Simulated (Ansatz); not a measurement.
# One shape, several levels: singlet Si2H5O−

Aim: a comparison of 4 runs (B3LYP/6-31G*, B3LYP/6-311+G**, BLYP/6-311+G**, SVWN5/6-311+G**) of singlet Si2H5O−. 

The results are computed with Ansatz 0.2.0.

37 further runs of the same task are left out: 37 set aside as unsound or not needed.

## (1) Starting point

The species is Si2H5O− (8 atoms), meant as a singlet with charge -1. SMILES of the parent species: `[SiH2]O[SiH3]`. The coordinates come from a PBE0-D4/def2-TZVP relaxation. This is one conformer, not always the lowest. That shape belongs to the parent species and isn't relaxed for this state.

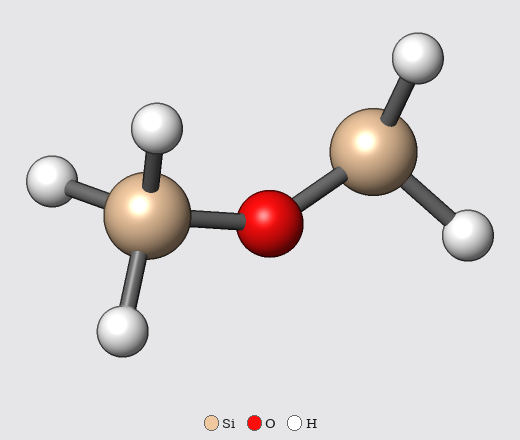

Viewed from a chosen angle; silicon light orange, oxygen red, hydrogen white.

## (2) The energy at B3LYP/6-31G(d) (Cartesian functions) (run 1)

Contents of molecule.yaml:

```yaml
crystal:
  periodic: [false, false, false]
  atoms:
    - {symbol: Si, position_ang: [-1.281200, 0.933000, -0.865900]}
    - {symbol: O, position_ang: [-0.352300, -0.279200, -0.276900]}
    - {symbol: Si, position_ang: [0.765000, -0.723000, 0.835900]}
    - {symbol: H, position_ang: [-1.902800, 0.458100, -2.133600]}
    - {symbol: H, position_ang: [-0.440600, 2.142000, -1.118700]}
    - {symbol: H, position_ang: [1.291900, -2.054600, 0.453100]}
    - {symbol: H, position_ang: [0.138100, -0.799300, 2.180400]}
    - {symbol: H, position_ang: [1.874100, 0.266000, 0.869800]}
basis:
  gaussian:
    orbitals: "6-31G*"
hamiltonian:
  xc: {name: B3LYP}
output: {orbitals: {seedname: orbitals}}
total_charge: -1
accuracy: high
```

Command:

```console
$ ansatz run molecule.yaml --threads 1 --pin off --max-ram 3480MiB --events-out events.jsonl --progress --plain --runs-dir runs
```

The program printed:

```text
Warning: RAYON_NUM_THREADS=1 ignored (pool sized by the plan → 1); use --threads N
Functional definition: B3LYP
  name "B3LYP"
  parameter a0 = 0.2
  parameter ax = 0.72
  parameter ac = 0.81
  exchange = (1 - a0 - ax)*slater_x + ax*b88_x + a0*exact_x
  correlation = (1 - ac)*vwn_rpa_c + ac*lyp_c
1356 factors; integrals over basis functions are off by at most 3.9e-9 eV
mean field evaluation 1: about -17883.0542 eV, gradient 2.0e1 eV
mean field evaluation 2: about -17882.9562 eV, gradient 2.3e1 eV
mean field evaluation 4: about -17884.1709 eV, gradient 1.4e0 eV
mean field evaluation 8: about -17884.3141 eV, gradient 5.6e-2 eV
mean field evaluation 16: about -17884.3142 eV, gradient 2.1e-5 eV
mean field -17884.31416542 eV, -657.2364231558 hartree, gradient 3.1e-8 eV, S^2 0.000000; 0 other end points of the search recorded, 0 dependent functions left out
reference -17884.31420737 eV, -657.2364246975 hartree; 21, 21 occupied and 42, 42 virtual orbitals, 1356 factors
Total energy: -17884.31420737 eV, -657.2364246975 hartree
```

It took 5.7 s on 1 thread of Arm Neoverse V1, shared host; peak memory 0.18 GiB.

## (3) A single-point energy at B3LYP/6-311+G(d,p) (run 2)

Contents of input.yaml:

```yaml
crystal:
  periodic: [false, false, false]
  atoms:
    - {symbol: Si, position_ang: [-1.281200, 0.933000, -0.865900]}
    - {symbol: O, position_ang: [-0.352300, -0.279200, -0.276900]}
    - {symbol: Si, position_ang: [0.765000, -0.723000, 0.835900]}
    - {symbol: H, position_ang: [-1.902800, 0.458100, -2.133600]}
    - {symbol: H, position_ang: [-0.440600, 2.142000, -1.118700]}
    - {symbol: H, position_ang: [1.291900, -2.054600, 0.453100]}
    - {symbol: H, position_ang: [0.138100, -0.799300, 2.180400]}
    - {symbol: H, position_ang: [1.874100, 0.266000, 0.869800]}
basis:
  gaussian: {orbitals: 6-311+G_st__st_-spherical.json}
total_charge: -1
hamiltonian: {xc: {name: B3LYP}}
accuracy: high
output: {orbitals: {seedname: orbitals}}
```

The basis set 6-311+G** is read from a file made from the Basis Set Exchange's data (not shown).

Command:

```console
$ ansatz run input.yaml --threads 1 --pin off --max-ram 3480MiB --events-out events.jsonl --progress --plain --runs-dir runs
```

The program printed, cut to the lines that bear on the results:

```text
Warning: RAYON_NUM_THREADS=1 ignored (pool sized by the plan → 1); use --threads N
[... 7 set-up lines as earlier in the session ...]
2082 factors; integrals over basis functions are off by at most 4.2e-9 eV
mean field evaluation 1: about -17885.4187 eV, gradient 2.5e1 eV
mean field evaluation 2: about -17883.3146 eV, gradient 3.9e1 eV
mean field evaluation 4: about -17886.9992 eV, gradient 1.5e0 eV
mean field evaluation 8: about -17887.1097 eV, gradient 1.8e-1 eV
mean field evaluation 16: about -17887.1098 eV, gradient 2.1e-4 eV
mean field -17887.10977222 eV, -657.3391598106 hartree, gradient 2.1e-8 eV, S^2 0.000000; 0 other end points of the search recorded, 0 dependent functions left out
reference -17887.10981160 eV, -657.3391612577 hartree; 21, 21 occupied and 91, 91 virtual orbitals, 2082 factors
Total energy: -17887.10981160 eV, -657.3391612577 hartree
```

Wall time 12 s (1 thread of Arm Neoverse V1, shared host); peak memory 0.36 GiB.

Run 3 isn't shown in full; the table further down has it.

## (4) The energy at SVWN5/6-311+G(d,p) (run 4)

Contents of in.yaml:

```yaml
crystal:
  periodic: [false, false, false]
  atoms:
    - {symbol: Si, position_ang: [-1.281200, 0.933000, -0.865900]}
    - {symbol: O, position_ang: [-0.352300, -0.279200, -0.276900]}
    - {symbol: Si, position_ang: [0.765000, -0.723000, 0.835900]}
    - {symbol: H, position_ang: [-1.902800, 0.458100, -2.133600]}
    - {symbol: H, position_ang: [-0.440600, 2.142000, -1.118700]}
    - {symbol: H, position_ang: [1.291900, -2.054600, 0.453100]}
    - {symbol: H, position_ang: [0.138100, -0.799300, 2.180400]}
    - {symbol: H, position_ang: [1.874100, 0.266000, 0.869800]}
basis:
  gaussian: {orbitals: 6-311+G_st__st_-spherical.json}
total_charge: -1
hamiltonian: {xc: {name: SVWN5}}
accuracy: high
output: {orbitals: {seedname: orbitals}}
```

The basis set 6-311+G** is read from a file made from the Basis Set Exchange's data (not shown).

Command:

```console
$ ansatz run in.yaml --threads 1 --pin off --max-ram 3480MiB --events-out events.jsonl --progress --plain --runs-dir runs
```

The program printed:

```text
Warning: RAYON_NUM_THREADS=1 ignored (pool sized by the plan → 1); use --threads N
Functional definition: SVWN5
  name "SVWN5"
  exchange = slater_x
  correlation = vwn5_c
2082 factors; integrals over basis functions are off by at most 4.2e-9 eV
mean field evaluation 1: about -17804.9964 eV, gradient 2.7e1 eV
mean field evaluation 2: about -17788.1744 eV, gradient 5.9e1 eV
mean field evaluation 4: about -17807.1313 eV, gradient 3.8e0 eV
mean field evaluation 8: about -17807.2323 eV, gradient 2.1e-1 eV
mean field evaluation 16: about -17807.2325 eV, gradient 4.6e-5 eV
mean field evaluation 32: about -17805.6725 eV, gradient 7.6e0 eV
mean field -17807.23252164 eV, -654.4037249944 hartree, gradient 6.4e-8 eV, S^2 0.000000; 2 other end points of the search recorded, 0 dependent functions left out
reference -17807.23252614 eV, -654.4037251600 hartree; 21, 21 occupied and 91, 91 virtual orbitals, 2082 factors
Total energy: -17807.23252614 eV, -654.4037251600 hartree
```

Wall time 6.6 s (1 thread of Arm Neoverse V1, shared host); peak memory 0.28 GiB.

## (5) The series

```
run                               level  Cartesian functions  energy (Eh)  HOMO energy (eV)  LUMO energy (eV)  HOMO–LUMO gap (eV)  wall time
  1  B3LYP/6-31G* (Cartesian functions)                  yes  -657.236425              2.10              4.48                2.38      5.7 s
  2                     B3LYP/6-311+G**                   no  -657.339161              1.16              2.81                1.65       12 s
  3                      BLYP/6-311+G**                   no  -657.263801              1.84              2.55                0.71      9.6 s
  4                     SVWN5/6-311+G**                   no  -654.403725              1.62              2.46                0.84      6.6 s
```

## (6) What came out

| quantity | value |
| --- | --- |
| run 4: total energy | -654.40373 Eh |
| run 4: HOMO energy | 1.62 eV |
| run 4: LUMO energy | 2.46 eV |
| run 4: HOMO–LUMO gap (to an unbound level, set by the basis) | 0.84 eV |

In words: The HOMO–LUMO gap runs from 0.71 eV (BLYP/6-311+G**) to 2.38 eV (B3LYP/6-31G*). The two ends differ in method and basis. The empty levels of an anion lie above zero and hang on the basis. Totals of different functionals can't be ranked against each other. In runs 1, 2, 3, 4 the HOMO lies above zero, so the outermost electron may be held by the basis alone. All runs together took 34 s, the longest 12 s.
